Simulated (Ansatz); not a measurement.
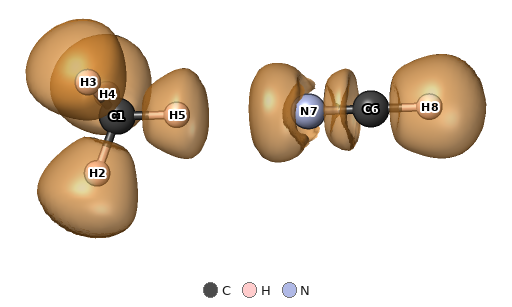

The picture shows: CH$_{4}$···HCN (SMILES C.C#N). Isosurface of the electron localisation function at 0.8 (orange), seen at a tilt. Core shells and regions of very low density are left out.

Geometry: rigid move from PBE0-D4/def2-TZVP.

Computed with RKS PBE0-D4/def2-TZVPPD (Ansatz 0.2.0).

| atom | x (Å) | y (Å) | z (Å) |
| --- | --- | --- | --- |
| C | -0.0119 | 0.0465 | -1.8752 |
| H | -0.9159 | -0.4304 | -2.2544 |
| H | 0.0179 | 1.0826 | -2.2127 |
| H | 0.8618 | -0.4822 | -2.2564 |
| H | -0.0115 | 0.0163 | -0.7862 |
| C | 0.0178 | -0.0685 | 2.7654 |
| N | -0.0004 | -0.0455 | 1.6204 |
| H | 0.0348 | -0.0899 | 3.8338 |

> Describe the localisation domains.

The surface consists of one region between bonded C–N atoms (shared pairs), five regions around hydrogen nuclei and one lobe on N, pointing away from the bonds (lone pairs). Along the contacts the grid gives the following. N7···H5 (2.41 Å): the ELF dips to about 0.05 between them. C–N (1.15 Å): the ELF peaks at about 0.85 between the atoms: a multiple bond.
